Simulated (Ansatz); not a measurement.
# BHO (singlet): PBE, r2SCAN, PBE0, B3LYP, wB97M-V, B2PLYP, RPA-PBE over vertical spin and charge gaps, 6-31G, part 2 of 2

Ansatz 0.2.0, Gaussian basis; 6-31G, all electrons in the functionals, frozen cores in the correlation of double hybrids and RPA. The steps go on from the part before.

**16. wB97M-V, charge 1, doublet**

The input, in.yaml:

```yaml
crystal:
  periodic: [false, false, false]
  atoms:
    - {symbol: B, position_ang: [0.000000, 0.000000, 0.008418]}
    - {symbol: O, position_ang: [0.000000, 0.000000, -1.189543]}
    - {symbol: H, position_ang: [0.000000, 0.000000, 1.181125]}
basis:
  gaussian: {orbitals: 6-31G}
total_charge: 1
magnetization: {spin_polarized: true, initial_magnetization: 1}
hamiltonian: {xc: {name: wB97M-V}}
output: {forces: true, orbitals: {seedname: orbitals}}
```

On the command line:

```
ansatz run in.yaml --threads 1 --pin off --events-out ev --progress --plain --max-ram 2393MiB
```

The log of the run, shortened:

```text
Functional definition: wB97M-V
  name "wB97M-V"
  cite "Mardirossian & Head-Gordon, J. Chem. Phys. 144, 214110 (2016) doi:10.1063/1.4952647"
  cite "Becke, J. Chem. Phys. 107, 8554 (1997) doi:10.1063/1.475007"
  cite "Vydrov & Van Voorhis, J. Chem. Phys. 133, 244103 (2010) doi:10.1063/1.3521275"
  # Of w^i u^j: cxij and so on, Table III.
[...]
  gx(w, u) = 1 - cx + cx01*u + cx10*w
  gss(w, u) = css00 + css04*u^4 + css10*w + css20*w^2 + css43*w^4*u^3
  gos(w, u) = cos00 + cos10*w + (cos20 + cos21*u)*w^2 + (cos60 + cos61*u)*w^6
[...]
      + integral(e_c_pw_mod_opposite_spin*gos(b97_w_opposite, b97_u_opposite)) + vv10(b, c)
233 factors; integrals over basis functions are off by at most 1.9e-4 eV
91 factors; integrals over basis functions are off by at most 5.3e-6 eV
[...]
mean field -2724.88287618 eV, -100.1375987075 hartree, gradient 1.8e-5 eV, S^2 0.751875; 3 other end points of the search recorded, 0 dependent functions left out
[...]
reference -2724.88289379 eV, -100.1375993548 hartree; 7, 6 occupied and 13, 14 virtual orbitals, 233 factors
Total energy: -2724.88289379 eV, -100.1375993548 hartree
Atom 0 at     0.000000     0.000000     0.008418 Å, force     0.000000     0.000000    10.126252 eV/Å
Atom 1 at     0.000000     0.000000    -1.189543 Å, force    -0.000000    -0.000000    -9.966665 eV/Å
Atom 2 at     0.000000     0.000000     1.181125 Å, force    -0.000000    -0.000000    -0.159587 eV/Å
Dipole moment:    -0.000000     0.000000     0.645571 e Å
```

It took 3.3 s on 1 thread of Arm Neoverse V2, shared host.

From the report: ⟨S²⟩ of the determinant 0.752 (pure doublet: 0.75).

From charge 0, singlet: +13.680 eV.

**17. B2PLYP, charge 0, singlet**

The input, in.yaml:

```yaml
crystal:
  periodic: [false, false, false]
  atoms:
    - {symbol: B, position_ang: [0.000000, 0.000000, 0.008418]}
    - {symbol: O, position_ang: [0.000000, 0.000000, -1.189543]}
    - {symbol: H, position_ang: [0.000000, 0.000000, 1.181125]}
basis:
  gaussian: {orbitals: 6-31G}
hamiltonian: {xc: {name: B2PLYP}}
correlation: {electrons: outside_noble_gas}
```

Launched as before.

The log of the run, shortened:

```text
Functional definition: B2PLYP
  name "B2PLYP"
  cite "Grimme, J. Chem. Phys. 124, 034108 (2006) doi:10.1063/1.2148954"
  cite "Becke, Phys. Rev. A 38, 3098 (1988) doi:10.1103/PhysRevA.38.3098"
  cite "Lee, Yang & Parr, Phys. Rev. B 37, 785 (1988) doi:10.1103/PhysRevB.37.785"
[...]
233 factors; integrals over basis functions are off by at most 1.9e-4 eV
[...]
mean field -2734.49116285 eV, -100.4906967302 hartree, gradient 5.9e-7 eV, S^2 0.000000; 0 other end points of the search recorded, 0 dependent functions left out
2 core orbitals not correlated: weight in the atoms' cores, before any rotation towards them, 1.000 or more for the frozen orbitals, at most 0.000 for the correlated occupied ones
reference -2734.49124308 eV, -100.4906996785 hartree; 5, 5 occupied and 13, 13 virtual orbitals, 233 factors
second order -6.83973527 eV of doubles, -0.00000000 eV of singles
Total energy: -2736.33797160 eV, -100.5585656999 hartree
```

It took 0.3 s on 1 thread of Arm Neoverse V2, shared host.

**18. B2PLYP, charge 0, triplet**

in.yaml, as its differences from that of step 17:

```diff
@@ -8,2 +8,3 @@
   gaussian: {orbitals: 6-31G}
+magnetization: {spin_polarized: true, initial_magnetization: 2}
 hamiltonian: {xc: {name: B2PLYP}}
```

The command is unchanged.

The log of the run, shortened:

```text
Functional definition: B2PLYP
  name "B2PLYP"
  cite "Grimme, J. Chem. Phys. 124, 034108 (2006) doi:10.1063/1.2148954"
  cite "Becke, Phys. Rev. A 38, 3098 (1988) doi:10.1103/PhysRevA.38.3098"
  cite "Lee, Yang & Parr, Phys. Rev. B 37, 785 (1988) doi:10.1103/PhysRevB.37.785"
[...]
233 factors; integrals over basis functions are off by at most 1.9e-4 eV
[...]
mean field -2727.66936323 eV, -100.2400002180 hartree, gradient 1.8e-6 eV, S^2 2.008740; 4 other end points of the search recorded, 0 dependent functions left out
2 core orbitals not correlated: weight in the atoms' cores, before any rotation towards them, 1.000 or more for the frozen orbitals, at most 0.000 for the correlated occupied ones
reference -2727.66944500 eV, -100.2400032231 hartree; 6, 4 occupied and 12, 14 virtual orbitals, 233 factors
second order -3.93142742 eV of doubles, -0.00000000 eV of singles
Total energy: -2728.73093041 eV, -100.2790120922 hartree
```

Wall time 0.9 s (1 thread of Arm Neoverse V2, shared host).

From the report: ⟨S²⟩ of the determinant 2.009 (pure triplet: 2.00).

From charge 0, singlet: +7.607 eV.

**19. B2PLYP, charge 1, doublet**

in.yaml, as its differences from that of step 18:

```diff
@@ -8,3 +8,4 @@
   gaussian: {orbitals: 6-31G}
-magnetization: {spin_polarized: true, initial_magnetization: 2}
+total_charge: 1
+magnetization: {spin_polarized: true, initial_magnetization: 1}
 hamiltonian: {xc: {name: B2PLYP}}
```

Launched as before.

The log of the run, shortened:

```text
Functional definition: B2PLYP
  name "B2PLYP"
  cite "Grimme, J. Chem. Phys. 124, 034108 (2006) doi:10.1063/1.2148954"
  cite "Becke, Phys. Rev. A 38, 3098 (1988) doi:10.1103/PhysRevA.38.3098"
  cite "Lee, Yang & Parr, Phys. Rev. B 37, 785 (1988) doi:10.1103/PhysRevB.37.785"
[...]
233 factors; integrals over basis functions are off by at most 1.9e-4 eV
[...]
mean field -2721.48401965 eV, -100.0126930341 hartree, gradient 3.8e-7 eV, S^2 0.752628; 4 other end points of the search recorded, 0 dependent functions left out
2 core orbitals not correlated: weight in the atoms' cores, before any rotation towards them, 1.000 or more for the frozen orbitals, at most 0.000 for the correlated occupied ones
reference -2721.48409319 eV, -100.0126957364 hartree; 5, 4 occupied and 13, 14 virtual orbitals, 233 factors
second order -4.23582024 eV of doubles, -0.00000000 eV of singles
Total energy: -2722.62776465 eV, -100.0547248875 hartree
```

Wall time 1.3 s (1 thread of Arm Neoverse V2, shared host).

From the report: ⟨S²⟩ of the determinant 0.753 (pure doublet: 0.75).

From charge 0, singlet: +13.710 eV.

**20. RPA-PBE, charge 0, singlet**

The input, in.yaml:

```yaml
crystal:
  periodic: [false, false, false]
  atoms:
    - {symbol: B, position_ang: [0.000000, 0.000000, 0.008418]}
    - {symbol: O, position_ang: [0.000000, 0.000000, -1.189543]}
    - {symbol: H, position_ang: [0.000000, 0.000000, 1.181125]}
basis:
  gaussian: {orbitals: 6-31G}
hamiltonian: {xc: {name: PBE}}
correlation: {method: rpa, electrons: outside_noble_gas}
```

Same command.

The log of the run, shortened:

```text
Functional definition: PBE
  name "PBE"
  cite "Perdew, Burke & Ernzerhof, Phys. Rev. Lett. 77, 3865 (1996) doi:10.1103/PhysRevLett.77.3865"
  parent pbe
[...]
233 factors; integrals over basis functions are off by at most 1.9e-4 eV
[...]
mean field -2736.22840175 eV, -100.5545390820 hartree, gradient 1.9e-6 eV, S^2 0.000000; 0 other end points of the search recorded, 0 dependent functions left out
2 core orbitals not correlated: weight in the atoms' cores, before any rotation towards them, 1.000 or more for the frozen orbitals, at most 0.000 for the correlated occupied ones
reference -2723.97550881 eV, -100.1042535718 hartree; 5, 5 occupied and 13, 13 virtual orbitals, 233 factors
Total energy: -2731.67968730 eV, -100.3873769093 hartree
```

It took 0.3 s on 1 thread of Arm Neoverse V2, shared host.

**21. RPA-PBE, charge 0, triplet**

in.yaml, as its differences from that of step 20:

```diff
@@ -8,2 +8,3 @@
   gaussian: {orbitals: 6-31G}
+magnetization: {spin_polarized: true, initial_magnetization: 2}
 hamiltonian: {xc: {name: PBE}}
```

Same command.

The log of the run, shortened:

```text
Functional definition: PBE
  name "PBE"
  cite "Perdew, Burke & Ernzerhof, Phys. Rev. Lett. 77, 3865 (1996) doi:10.1103/PhysRevLett.77.3865"
  parent pbe
[...]
233 factors; integrals over basis functions are off by at most 1.9e-4 eV
[...]
mean field -2728.66264108 eV, -100.2765025058 hartree, gradient 1.8e-6 eV, S^2 2.004414; 11 other end points of the search recorded, 0 dependent functions left out
2 core orbitals not correlated: weight in the atoms' cores, before any rotation towards them, 1.000 or more for the frozen orbitals, at most 0.000 for the correlated occupied ones
reference -2718.15353459 eV, -99.8902999654 hartree; 6, 4 occupied and 12, 14 virtual orbitals, 233 factors
Total energy: -2724.15376903 eV, -100.1108045141 hartree
```

It took 2.7 s on 1 thread of Arm Neoverse V2, shared host.

From the report: ⟨S²⟩ of the determinant 2.004 (pure triplet: 2.00).

From charge 0, singlet: +7.526 eV.

**22. RPA-PBE, charge 1, doublet**

in.yaml, as its differences from that of step 21:

```diff
@@ -8,3 +8,4 @@
   gaussian: {orbitals: 6-31G}
-magnetization: {spin_polarized: true, initial_magnetization: 2}
+total_charge: 1
+magnetization: {spin_polarized: true, initial_magnetization: 1}
 hamiltonian: {xc: {name: PBE}}
```

Same command.

The log of the run, shortened:

```text
Functional definition: PBE
  name "PBE"
  cite "Perdew, Burke & Ernzerhof, Phys. Rev. Lett. 77, 3865 (1996) doi:10.1103/PhysRevLett.77.3865"
  parent pbe
[...]
233 factors; integrals over basis functions are off by at most 1.9e-4 eV
[...]
mean field -2722.26204424 eV, -100.0412849103 hartree, gradient 5.6e-6 eV, S^2 0.751327; 7 other end points of the search recorded, 0 dependent functions left out
2 core orbitals not correlated: weight in the atoms' cores, before any rotation towards them, 1.000 or more for the frozen orbitals, at most 0.000 for the correlated occupied ones
reference -2712.20660879 eV, -99.6717544732 hartree; 5, 4 occupied and 13, 14 virtual orbitals, 233 factors
Total energy: -2718.43038710 eV, -99.9004741076 hartree
```

Run time: 1.3 s. Hardware: 1 thread of Arm Neoverse V2, shared host.

From the report: ⟨S²⟩ of the determinant 0.751 (pure doublet: 0.75).

From charge 0, singlet: +13.249 eV.

**23. The comparison**

The yardstick is full CI for this spin, exact in this basis with these frozen cores. It and the other wave-function rows come from earlier runs at the same points. Energies in eV, counted from charge 0, singlet; blanks weren't run or aren't comparable.

| level | singlet to triplet | ionisation to the doublet cation |
| --- | --- | --- |
| FCI |  | 13.456 |
| PBE | 7.566 | 13.966 |
| r2SCAN | 7.307 | 13.820 |
| PBE0 | 7.243 | 13.718 |
| B3LYP | 7.395 | 13.806 |
| wB97M-V | 7.601 | 13.680 |
| B2PLYP | 7.607 | 13.710 |
| RPA-PBE | 7.526 | 13.249 |
| RHF | 6.030 | 11.828 |
| UHF | 5.920 | 11.796 |
| RMP2 | 8.052 | 13.736 |
| UMP2 | 8.024 | 13.727 |
| RCCSD | 7.417 | 13.350 |
| RCCSD(T) | 7.440 | 13.444 |
| UCCSD(T) | 7.438 | 13.444 |
| RCCSDT(Q) | 7.208 | 13.461 |
| UCCSDT(Q) | 7.207 | 13.459 |
| CASSCF valence | 7.863 | 13.066 |
| NEVPT2 valence | 7.312 | 13.359 |
| MRCISD+Q valence | 7.222 | 13.454 |

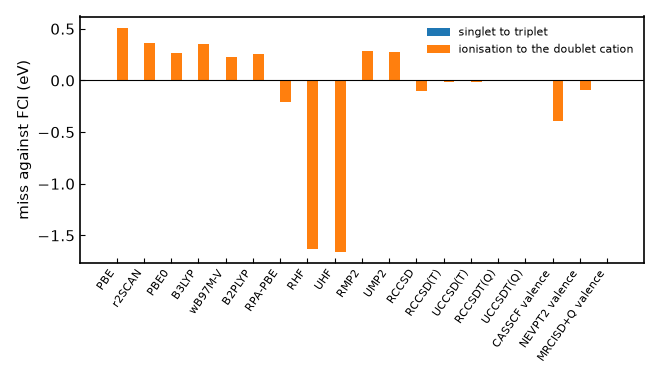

Misses of the gaps against FCI.

Largest miss and mean time a point (FCI took 80 s a point; shared hosts):

| level | largest miss (eV) | where | time a point |
| --- | --- | --- | --- |
| PBE | +0.511 | ionisation to the doublet cation | 0.99 s |
| r2SCAN | +0.364 | ionisation to the doublet cation | 2.4 s |
| PBE0 | +0.262 | ionisation to the doublet cation | 0.76 s |
| B3LYP | +0.350 | ionisation to the doublet cation | 0.61 s |
| wB97M-V | +0.224 | ionisation to the doublet cation | 2.4 s |
| B2PLYP | +0.254 | ionisation to the doublet cation | 0.83 s |
| RPA-PBE | -0.207 | ionisation to the doublet cation | 1.4 s |
| RHF | -1.628 | ionisation to the doublet cation |  |
| UHF | -1.660 | ionisation to the doublet cation |  |
| RMP2 | +0.280 | ionisation to the doublet cation |  |
| UMP2 | +0.271 | ionisation to the doublet cation |  |
| RCCSD | -0.106 | ionisation to the doublet cation |  |
| RCCSD(T) | -0.012 | ionisation to the doublet cation | 0.51 s |
| UCCSD(T) | -0.012 | ionisation to the doublet cation | 0.69 s |
| RCCSDT(Q) | +0.005 | ionisation to the doublet cation | 2.4 s |
| UCCSDT(Q) | +0.003 | ionisation to the doublet cation | 3 s |
| CASSCF valence | -0.390 | ionisation to the doublet cation |  |
| NEVPT2 valence | -0.097 | ionisation to the doublet cation | 2.8 s |
| MRCISD+Q valence | -0.002 | ionisation to the doublet cation | 3.9 s |

**24. Outcome**

The summary covers parts 1 to 2.

| quantity | value |
| --- | --- |
| ionisation to the doublet cation, FCI | 13.456 eV |
| largest miss, PBE | +0.511 eV (ionisation to the doublet cation) |
| largest miss, r2SCAN | +0.364 eV (ionisation to the doublet cation) |
| largest miss, PBE0 | +0.262 eV (ionisation to the doublet cation) |
| largest miss, B3LYP | +0.350 eV (ionisation to the doublet cation) |
| largest miss, wB97M-V | +0.224 eV (ionisation to the doublet cation) |
| largest miss, B2PLYP | +0.254 eV (ionisation to the doublet cation) |
| largest miss, RPA-PBE | -0.207 eV (ionisation to the doublet cation) |
| largest miss, RCCSD(T) | -0.012 eV (ionisation to the doublet cation) |
| largest miss, UCCSD(T) | -0.012 eV (ionisation to the doublet cation) |

Misses are known at 1 of 2 points at best, and only functionals with that many are ranked. Of the functionals, RPA-PBE keep the smallest largest miss at the points compared (at most 0.207 eV) and PBE strays most (0.511 eV, at ionisation to the doublet cation). Functionals and the yardstick converge differently with the basis, so part of each miss in 6-31G is the basis.
